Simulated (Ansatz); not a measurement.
**AlNH₃ (quartet): PBE-QIDH, RPA-PBE over a scan of the distance Al1–H4 along a hydrogen transfer, cc-pVTZ**

Aim: run AlNH₃ (quartet) with these functionals over a scan of the distance Al1–H4 along a hydrogen transfer, and hold them against the top wave-function level at the same points.

The runs use Ansatz 0.2.0, Gaussian basis; cc-pVTZ, all electrons in the functionals, frozen cores in the correlation of double hybrids and RPA.

Plan: PBE-QIDH, RPA-PBE, at 1.586 Å; 1.644 Å; 1.759 Å; 1.875 Å; 1.991 Å.

5 further runs of the same task are left out: 5 for a known fault of the program.

### Step 1. What is computed

The geometry derives from fragments relaxed apart (PBE0/def2-TZVP) and kept rigid, so it is no stationary point. A hydrogen atom is moved between rigid fragments.

5 atoms, charge 0, spin multiplicity 4.

Atoms are counted from 1 here; the program's logs count them from 0.

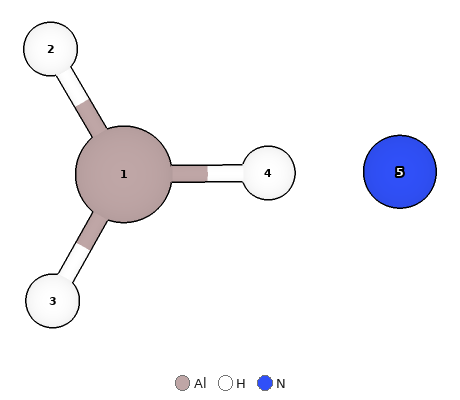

The geometry (aluminium light grey, hydrogen white, nitrogen blue); atoms are numbered from 1 in the order of the file.

No dispersion term is added.

The geometry shown and the zero of energy belong to the point 1.586 Å. The yardstick, UCCSDT(Q), and other wave-function levels (R restricted, U unrestricted, valence and pair active spaces) come from earlier runs.

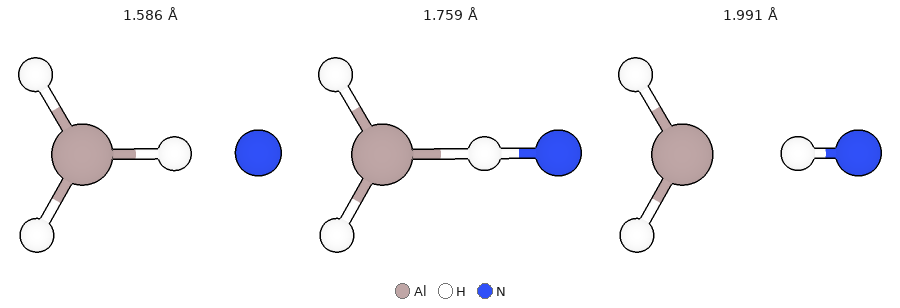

Three points of the scan; sticks are drawn by distance.

### Step 2. PBE-QIDH, 1.586 Å

Input file in.yaml:

```yaml
crystal:
  periodic: [false, false, false]
  atoms:
    - {symbol: Al, position_ang: [-0.964606, 0.000000, 0.000000]}
    - {symbol: H, position_ang: [-1.757530, 1.373384, 0.000000]}
    - {symbol: H, position_ang: [-1.757530, -1.373384, 0.000000]}
    - {symbol: H, position_ang: [0.621241, 0.000000, 0.000000]}
    - {symbol: N, position_ang: [2.066394, 0.000000, 0.000000]}
basis:
  gaussian: {orbitals: cc-pVTZ}
magnetization: {spin_polarized: true, initial_magnetization: 3}
hamiltonian: {xc: {name: PBE-QIDH}}
correlation: {electrons: outside_noble_gas}
```

Command:

```bash
$ ansatz run in.yaml --threads 2 --pin off --events-out ev --progress --plain --max-ram 16896MiB --backend cuda --devices 0, --max-vram 18GiB
```

The log of the run:

```text
Functional definition: PBE-QIDH
  name "PBE-QIDH"
  cite "Brémond, Sancho-García, Pérez-Jiménez & Adamo, J. Chem. Phys. 141, 031101 (2014) doi:10.1063/1.4890314"
  cite "Perdew, Burke & Ernzerhof, Phys. Rev. Lett. 77, 3865 (1996) doi:10.1103/PhysRevLett.77.3865"
  parameter a = 3^(-1/3)
  parameter c = 1/3
  exchange = (1 - a)*pbe_x + a*exact_x
  correlation = (1 - c)*pbe_c + c*(mp2_os + mp2_ss)
625 factors; integrals over basis functions are off by at most 2.0e-3 eV
mean field evaluation 1: about -8119.9751 eV, gradient 8.0e0 eV
mean field evaluation 2: about -8119.9784 eV, gradient 8.0e0 eV
mean field evaluation 4: about -8120.6678 eV, gradient 1.4e0 eV
mean field evaluation 8: about -8120.6964 eV, gradient 5.0e-2 eV
mean field evaluation 16: about -8120.6965 eV, gradient 3.4e-5 eV
mean field -8120.69648598 eV, -298.4300914541 hartree, gradient 8.4e-6 eV, S^2 3.768251; 0 other end points of the search recorded, 0 dependent functions left out
6 core orbitals not correlated: weight in the atoms' cores, before any rotation towards them, 1.000 or more for the frozen orbitals, at most 0.000 for the correlated occupied ones
reference -8120.69649842 eV, -298.4300919112 hartree; 7, 4 occupied and 93, 96 virtual orbitals, 625 factors
second order -6.38326744 eV of doubles, -0.00000000 eV of singles
Total energy: -8122.82425424 eV, -298.5082854952 hartree
```

Wall time 3.3 s (1 × H100 (card shared with other runs) with 2 threads of AMD EPYC 7R13, shared host); peak host memory 0.8 GiB.

From the report: ⟨S²⟩ of the determinant 3.768 (pure quartet: 3.75).

### Step 3. PBE-QIDH, 1.644 Å

Input file in.yaml:

```yaml
crystal:
  periodic: [false, false, false]
  atoms:
    - {symbol: Al, position_ang: [-0.965938, 0.000000, 0.000000]}
    - {symbol: H, position_ang: [-1.758862, 1.373384, 0.000000]}
    - {symbol: H, position_ang: [-1.758862, -1.373384, 0.000000]}
    - {symbol: H, position_ang: [0.678062, 0.000000, 0.000000]}
    - {symbol: N, position_ang: [2.065062, 0.000000, 0.000000]}
basis:
  gaussian: {orbitals: cc-pVTZ}
magnetization: {spin_polarized: true, initial_magnetization: 3}
hamiltonian: {xc: {name: PBE-QIDH}}
correlation: {electrons: outside_noble_gas}
```

Launched as before.

The log of the run, cut to the lines that bear on the results:

```text
Functional definition: PBE-QIDH
  name "PBE-QIDH"
  cite "Brémond, Sancho-García, Pérez-Jiménez & Adamo, J. Chem. Phys. 141, 031101 (2014) doi:10.1063/1.4890314"
  cite "Perdew, Burke & Ernzerhof, Phys. Rev. Lett. 77, 3865 (1996) doi:10.1103/PhysRevLett.77.3865"
[...]
626 factors; integrals over basis functions are off by at most 2.0e-3 eV
[...]
mean field -8120.66512637 eV, -298.4289390095 hartree, gradient 9.3e-6 eV, S^2 3.773055; 0 other end points of the search recorded, 0 dependent functions left out
6 core orbitals not correlated: weight in the atoms' cores, before any rotation towards them, 1.000 or more for the frozen orbitals, at most 0.000 for the correlated occupied ones
reference -8120.66513890 eV, -298.4289394700 hartree; 7, 4 occupied and 93, 96 virtual orbitals, 626 factors
second order -6.46176555 eV of doubles, -0.00000000 eV of singles
Total energy: -8122.81906075 eV, -298.5080946380 hartree
```

Run time: 1.9 s. Hardware: 1 × H100 (card shared with other runs) with 2 threads of AMD EPYC 7R13, shared host; peak host memory 0.8 GiB.

From the report: ⟨S²⟩ of the determinant 3.773 (pure quartet: 3.75).

From 1.586 Å: +0.5 kJ/mol.

### Step 4. PBE-QIDH, 1.759 Å

Input file in.yaml:

```yaml
crystal:
  periodic: [false, false, false]
  atoms:
    - {symbol: Al, position_ang: [-0.968572, 0.000000, 0.000000]}
    - {symbol: H, position_ang: [-1.761495, 1.373384, 0.000000]}
    - {symbol: H, position_ang: [-1.761495, -1.373384, 0.000000]}
    - {symbol: H, position_ang: [0.790428, 0.000000, 0.000000]}
    - {symbol: N, position_ang: [2.062428, 0.000000, 0.000000]}
basis:
  gaussian: {orbitals: cc-pVTZ}
magnetization: {spin_polarized: true, initial_magnetization: 3}
hamiltonian: {xc: {name: PBE-QIDH}}
correlation: {electrons: outside_noble_gas}
```

Same command.

The log of the run, cut to the lines that bear on the results:

```text
Functional definition: PBE-QIDH
  name "PBE-QIDH"
  cite "Brémond, Sancho-García, Pérez-Jiménez & Adamo, J. Chem. Phys. 141, 031101 (2014) doi:10.1063/1.4890314"
  cite "Perdew, Burke & Ernzerhof, Phys. Rev. Lett. 77, 3865 (1996) doi:10.1103/PhysRevLett.77.3865"
[...]
625 factors; integrals over basis functions are off by at most 1.9e-3 eV
[...]
mean field -8120.64436947 eV, -298.4281762075 hartree, gradient 1.5e-6 eV, S^2 3.778666; 0 other end points of the search recorded, 0 dependent functions left out
6 core orbitals not correlated: weight in the atoms' cores, before any rotation towards them, 1.000 or more for the frozen orbitals, at most 0.000 for the correlated occupied ones
reference -8120.64438228 eV, -298.4281766782 hartree; 7, 4 occupied and 93, 96 virtual orbitals, 625 factors
second order -6.60018719 eV of doubles, -0.00000000 eV of singles
Total energy: -8122.84444467 eV, -298.5090274800 hartree
```

Run time: 2.2 s. Hardware: 1 × H100 (card shared with other runs) with 2 threads of AMD EPYC 7R13, shared host; peak host memory 0.79 GiB.

From the report: ⟨S²⟩ of the determinant 3.779 (pure quartet: 3.75).

From 1.586 Å: -1.9 kJ/mol.

### Step 5. PBE-QIDH, 1.875 Å

Input file in.yaml:

```yaml
crystal:
  periodic: [false, false, false]
  atoms:
    - {symbol: Al, position_ang: [-0.971228, 0.000000, 0.000000]}
    - {symbol: H, position_ang: [-1.764152, 1.373384, 0.000000]}
    - {symbol: H, position_ang: [-1.764152, -1.373384, 0.000000]}
    - {symbol: H, position_ang: [0.903772, 0.000000, 0.000000]}
    - {symbol: N, position_ang: [2.059772, 0.000000, 0.000000]}
basis:
  gaussian: {orbitals: cc-pVTZ}
magnetization: {spin_polarized: true, initial_magnetization: 3}
hamiltonian: {xc: {name: PBE-QIDH}}
correlation: {electrons: outside_noble_gas}
```

Same command.

The log of the run, cut to the lines that bear on the results:

```text
Functional definition: PBE-QIDH
  name "PBE-QIDH"
  cite "Brémond, Sancho-García, Pérez-Jiménez & Adamo, J. Chem. Phys. 141, 031101 (2014) doi:10.1063/1.4890314"
  cite "Perdew, Burke & Ernzerhof, Phys. Rev. Lett. 77, 3865 (1996) doi:10.1103/PhysRevLett.77.3865"
[...]
629 factors; integrals over basis functions are off by at most 1.5e-3 eV
[...]
mean field -8120.74000556 eV, -298.4316907692 hartree, gradient 1.4e-6 eV, S^2 3.773438; 0 other end points of the search recorded, 0 dependent functions left out
6 core orbitals not correlated: weight in the atoms' cores, before any rotation towards them, 1.000 or more for the frozen orbitals, at most 0.000 for the correlated occupied ones
reference -8120.74001876 eV, -298.4316912542 hartree; 7, 4 occupied and 93, 96 virtual orbitals, 629 factors
second order -6.64821972 eV of doubles, -0.00000000 eV of singles
Total energy: -8122.95609200 eV, -298.5131304437 hartree
```

Run time: 1.6 s. Hardware: 1 × H100 (card shared with other runs) with 2 threads of AMD EPYC 7R13, shared host; peak host memory 0.8 GiB.

From the report: ⟨S²⟩ of the determinant 3.773 (pure quartet: 3.75).

From 1.586 Å: -12.7 kJ/mol.

### Step 6. PBE-QIDH, 1.991 Å

Input file in.yaml:

```yaml
crystal:
  periodic: [false, false, false]
  atoms:
    - {symbol: Al, position_ang: [-0.973885, 0.000000, 0.000000]}
    - {symbol: H, position_ang: [-1.766809, 1.373384, 0.000000]}
    - {symbol: H, position_ang: [-1.766809, -1.373384, 0.000000]}
    - {symbol: H, position_ang: [1.017115, 0.000000, 0.000000]}
    - {symbol: N, position_ang: [2.057115, 0.000000, 0.000000]}
basis:
  gaussian: {orbitals: cc-pVTZ}
magnetization: {spin_polarized: true, initial_magnetization: 3}
hamiltonian: {xc: {name: PBE-QIDH}}
correlation: {electrons: outside_noble_gas}
```

The command is unchanged.

The log of the run, cut to the lines that bear on the results:

```text
Functional definition: PBE-QIDH
  name "PBE-QIDH"
  cite "Brémond, Sancho-García, Pérez-Jiménez & Adamo, J. Chem. Phys. 141, 031101 (2014) doi:10.1063/1.4890314"
  cite "Perdew, Burke & Ernzerhof, Phys. Rev. Lett. 77, 3865 (1996) doi:10.1103/PhysRevLett.77.3865"
[...]
628 factors; integrals over basis functions are off by at most 1.2e-3 eV
[...]
mean field -8120.82215275 eV, -298.4347096226 hartree, gradient 1.1e-6 eV, S^2 3.766237; 0 other end points of the search recorded, 0 dependent functions left out
6 core orbitals not correlated: weight in the atoms' cores, before any rotation towards them, 1.000 or more for the frozen orbitals, at most 0.000 for the correlated occupied ones
reference -8120.82216622 eV, -298.4347101178 hartree; 7, 4 occupied and 93, 96 virtual orbitals, 628 factors
second order -6.58199357 eV of doubles, -0.00000000 eV of singles
Total energy: -8123.01616408 eV, -298.5153380518 hartree
```

Run time: 2.7 s. Hardware: 1 × H100 (card shared with other runs) with 2 threads of AMD EPYC 7R13, shared host; peak host memory 0.8 GiB.

From the report: ⟨S²⟩ of the determinant 3.766 (pure quartet: 3.75).

From 1.586 Å: -18.5 kJ/mol.

### Step 7. RPA-PBE, 1.586 Å

Input file in.yaml:

```yaml
crystal:
  periodic: [false, false, false]
  atoms:
    - {symbol: Al, position_ang: [-0.964606, 0.000000, 0.000000]}
    - {symbol: H, position_ang: [-1.757530, 1.373384, 0.000000]}
    - {symbol: H, position_ang: [-1.757530, -1.373384, 0.000000]}
    - {symbol: H, position_ang: [0.621241, 0.000000, 0.000000]}
    - {symbol: N, position_ang: [2.066394, 0.000000, 0.000000]}
basis:
  gaussian: {orbitals: cc-pVTZ}
magnetization: {spin_polarized: true, initial_magnetization: 3}
hamiltonian: {xc: {name: PBE}}
correlation: {method: rpa, electrons: outside_noble_gas}
```

Launched as before.

The log of the run, cut to the lines that bear on the results:

```text
Functional definition: PBE
  name "PBE"
  cite "Perdew, Burke & Ernzerhof, Phys. Rev. Lett. 77, 3865 (1996) doi:10.1103/PhysRevLett.77.3865"
  parent pbe
[...]
625 factors; integrals over basis functions are off by at most 2.0e-3 eV
[...]
mean field -8124.59227986 eV, -298.5732592384 hartree, gradient 4.3e-6 eV, S^2 3.755377; 1 other end points of the search recorded, 0 dependent functions left out
6 core orbitals not correlated: weight in the atoms' cores, before any rotation towards them, 1.000 or more for the frozen orbitals, at most 0.000 for the correlated occupied ones
reference -8108.01152050 eV, -297.9639275708 hartree; 7, 4 occupied and 93, 96 virtual orbitals, 625 factors
Total energy: -8120.26083229 eV, -298.4140814763 hartree
```

It took 5.5 s on 1 × H100 (card shared with other runs) with 2 threads of AMD EPYC 7R13, shared host; peak host memory 0.88 GiB.

From the report: ⟨S²⟩ of the determinant 3.755 (pure quartet: 3.75).

### Step 8. RPA-PBE, 1.644 Å

Input file in.yaml:

```yaml
crystal:
  periodic: [false, false, false]
  atoms:
    - {symbol: Al, position_ang: [-0.965938, 0.000000, 0.000000]}
    - {symbol: H, position_ang: [-1.758862, 1.373384, 0.000000]}
    - {symbol: H, position_ang: [-1.758862, -1.373384, 0.000000]}
    - {symbol: H, position_ang: [0.678062, 0.000000, 0.000000]}
    - {symbol: N, position_ang: [2.065062, 0.000000, 0.000000]}
basis:
  gaussian: {orbitals: cc-pVTZ}
magnetization: {spin_polarized: true, initial_magnetization: 3}
hamiltonian: {xc: {name: PBE}}
correlation: {method: rpa, electrons: outside_noble_gas}
```

The command is unchanged.

The log of the run, cut to the lines that bear on the results:

```text
Functional definition: PBE
  name "PBE"
  cite "Perdew, Burke & Ernzerhof, Phys. Rev. Lett. 77, 3865 (1996) doi:10.1103/PhysRevLett.77.3865"
  parent pbe
[...]
626 factors; integrals over basis functions are off by at most 2.0e-3 eV
[...]
mean field -8124.65180883 eV, -298.5754468878 hartree, gradient 4.6e-6 eV, S^2 3.755924; 5 other end points of the search recorded, 0 dependent functions left out
6 core orbitals not correlated: weight in the atoms' cores, before any rotation towards them, 1.000 or more for the frozen orbitals, at most 0.000 for the correlated occupied ones
reference -8107.93950293 eV, -297.9612809738 hartree; 7, 4 occupied and 93, 96 virtual orbitals, 626 factors
Total energy: -8120.26989021 eV, -298.4144143485 hartree
```

It took 2.8 s on 1 × H100 (card shared with other runs) with 2 threads of AMD EPYC 7R13, shared host; peak host memory 0.88 GiB.

From the report: ⟨S²⟩ of the determinant 3.756 (pure quartet: 3.75).

From 1.586 Å: -0.9 kJ/mol.

### Step 9. RPA-PBE, 1.759 Å

Input file in.yaml:

```yaml
crystal:
  periodic: [false, false, false]
  atoms:
    - {symbol: Al, position_ang: [-0.968572, 0.000000, 0.000000]}
    - {symbol: H, position_ang: [-1.761495, 1.373384, 0.000000]}
    - {symbol: H, position_ang: [-1.761495, -1.373384, 0.000000]}
    - {symbol: H, position_ang: [0.790428, 0.000000, 0.000000]}
    - {symbol: N, position_ang: [2.062428, 0.000000, 0.000000]}
basis:
  gaussian: {orbitals: cc-pVTZ}
magnetization: {spin_polarized: true, initial_magnetization: 3}
hamiltonian: {xc: {name: PBE}}
correlation: {method: rpa, electrons: outside_noble_gas}
```

Launched as before.

The log of the run, cut to the lines that bear on the results:

```text
Functional definition: PBE
  name "PBE"
  cite "Perdew, Burke & Ernzerhof, Phys. Rev. Lett. 77, 3865 (1996) doi:10.1103/PhysRevLett.77.3865"
  parent pbe
[...]
625 factors; integrals over basis functions are off by at most 1.9e-3 eV
[...]
mean field -8124.75930351 eV, -298.5793972444 hartree, gradient 6.1e-6 eV, S^2 3.756370; 3 other end points of the search recorded, 0 dependent functions left out
6 core orbitals not correlated: weight in the atoms' cores, before any rotation towards them, 1.000 or more for the frozen orbitals, at most 0.000 for the correlated occupied ones
reference -8107.89061952 eV, -297.9594845418 hartree; 7, 4 occupied and 93, 96 virtual orbitals, 625 factors
Total energy: -8120.31593563 eV, -298.4161064866 hartree
```

Run time: 2.5 s. Hardware: 1 × H100 (card shared with other runs) with 2 threads of AMD EPYC 7R13, shared host; peak host memory 0.88 GiB.

From the report: ⟨S²⟩ of the determinant 3.756 (pure quartet: 3.75).

From 1.586 Å: -5.3 kJ/mol.

### Step 10. RPA-PBE, 1.875 Å

Input file in.yaml:

```yaml
crystal:
  periodic: [false, false, false]
  atoms:
    - {symbol: Al, position_ang: [-0.971228, 0.000000, 0.000000]}
    - {symbol: H, position_ang: [-1.764152, 1.373384, 0.000000]}
    - {symbol: H, position_ang: [-1.764152, -1.373384, 0.000000]}
    - {symbol: H, position_ang: [0.903772, 0.000000, 0.000000]}
    - {symbol: N, position_ang: [2.059772, 0.000000, 0.000000]}
basis:
  gaussian: {orbitals: cc-pVTZ}
magnetization: {spin_polarized: true, initial_magnetization: 3}
hamiltonian: {xc: {name: PBE}}
correlation: {method: rpa, electrons: outside_noble_gas}
```

Same command.

The log of the run, cut to the lines that bear on the results:

```text
Functional definition: PBE
  name "PBE"
  cite "Perdew, Burke & Ernzerhof, Phys. Rev. Lett. 77, 3865 (1996) doi:10.1103/PhysRevLett.77.3865"
  parent pbe
[...]
629 factors; integrals over basis functions are off by at most 1.5e-3 eV
[...]
mean field -8124.86046471 eV, -298.5831148497 hartree, gradient 4.2e-6 eV, S^2 3.755973; 3 other end points of the search recorded, 0 dependent functions left out
6 core orbitals not correlated: weight in the atoms' cores, before any rotation towards them, 1.000 or more for the frozen orbitals, at most 0.000 for the correlated occupied ones
reference -8108.02031314 eV, -297.9642506942 hartree; 7, 4 occupied and 93, 96 virtual orbitals, 629 factors
Total energy: -8120.42090557 eV, -298.4199640607 hartree
```

It took 2.6 s on 1 × H100 (card shared with other runs) with 2 threads of AMD EPYC 7R13, shared host; peak host memory 0.88 GiB.

From the report: ⟨S²⟩ of the determinant 3.756 (pure quartet: 3.75).

From 1.586 Å: -15.4 kJ/mol.

### Step 11. RPA-PBE, 1.991 Å

Input file in.yaml:

```yaml
crystal:
  periodic: [false, false, false]
  atoms:
    - {symbol: Al, position_ang: [-0.973885, 0.000000, 0.000000]}
    - {symbol: H, position_ang: [-1.766809, 1.373384, 0.000000]}
    - {symbol: H, position_ang: [-1.766809, -1.373384, 0.000000]}
    - {symbol: H, position_ang: [1.017115, 0.000000, 0.000000]}
    - {symbol: N, position_ang: [2.057115, 0.000000, 0.000000]}
basis:
  gaussian: {orbitals: cc-pVTZ}
magnetization: {spin_polarized: true, initial_magnetization: 3}
hamiltonian: {xc: {name: PBE}}
correlation: {method: rpa, electrons: outside_noble_gas}
```

The command is unchanged.

The log of the run, cut to the lines that bear on the results:

```text
Functional definition: PBE
  name "PBE"
  cite "Perdew, Burke & Ernzerhof, Phys. Rev. Lett. 77, 3865 (1996) doi:10.1103/PhysRevLett.77.3865"
  parent pbe
[...]
628 factors; integrals over basis functions are off by at most 1.2e-3 eV
[...]
mean field -8124.83953966 eV, -298.5823458683 hartree, gradient 4.4e-7 eV, S^2 3.755449; 1 other end points of the search recorded, 0 dependent functions left out
6 core orbitals not correlated: weight in the atoms' cores, before any rotation towards them, 1.000 or more for the frozen orbitals, at most 0.000 for the correlated occupied ones
reference -8108.17403533 eV, -297.9698998805 hartree; 7, 4 occupied and 93, 96 virtual orbitals, 628 factors
Total energy: -8120.45680847 eV, -298.4212834679 hartree
```

It took 3.8 s on 1 × H100 (card shared with other runs) with 2 threads of AMD EPYC 7R13, shared host; peak host memory 0.88 GiB.

From the report: ⟨S²⟩ of the determinant 3.755 (pure quartet: 3.75).

From 1.586 Å: -18.9 kJ/mol.

### Step 12. The comparison

The yardstick is UCCSDT(Q), where the cluster series has nearly closed. It comes from earlier runs at the same points. Energies in kJ/mol, counted from 1.586 Å; blanks weren't run or aren't comparable.

```
    level  1.586 Å  1.644 Å  1.759 Å  1.875 Å  1.991 Å
UCCSDT(Q)      0.0      1.4      1.5     -5.8     -8.3
 PBE-QIDH      0.0      0.5     -1.9    -12.7    -18.5
  RPA-PBE      0.0     -0.9     -5.3    -15.4    -18.9
```

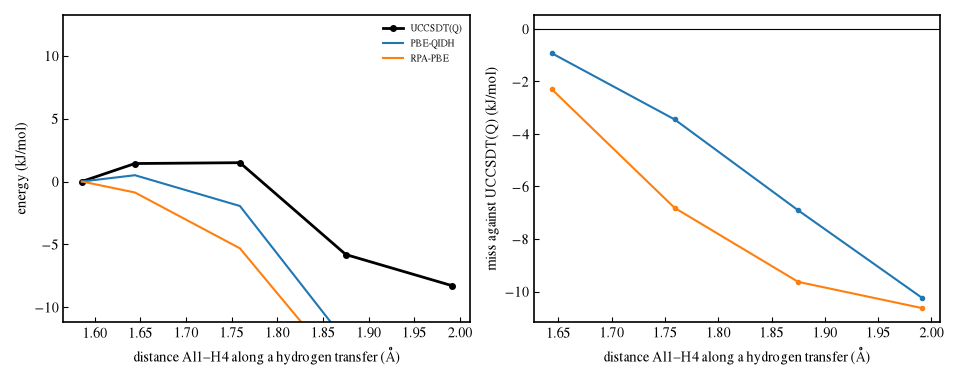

Left: the curves (the axis may cut off levels that run far away). Right: misses against UCCSDT(Q), in the same colours.

Largest miss and mean time a point (UCCSDT(Q) took 32 s a point; shared hosts):

```csv
level,largest miss (kJ/mol),where,time a point
PBE-QIDH,-10.2,1.991 Å,2.3 s
RPA-PBE,-10.6,1.991 Å,3.4 s
```

### Step 13. What came out

```
                   quantity                   value
span of the UCCSDT(Q) curve              9.8 kJ/mol
     largest miss, PBE-QIDH  -10.2 kJ/mol (1.991 Å)
      largest miss, RPA-PBE  -10.6 kJ/mol (1.991 Å)
```

**Reading.** Of the functionals, PBE-QIDH keep the smallest largest miss at the points compared (at most 10.2 kJ/mol) and RPA-PBE strays most (10.6 kJ/mol, at 1.991 Å). Functionals and the yardstick converge differently with the basis, so part of each miss in cc-pVTZ is the basis.
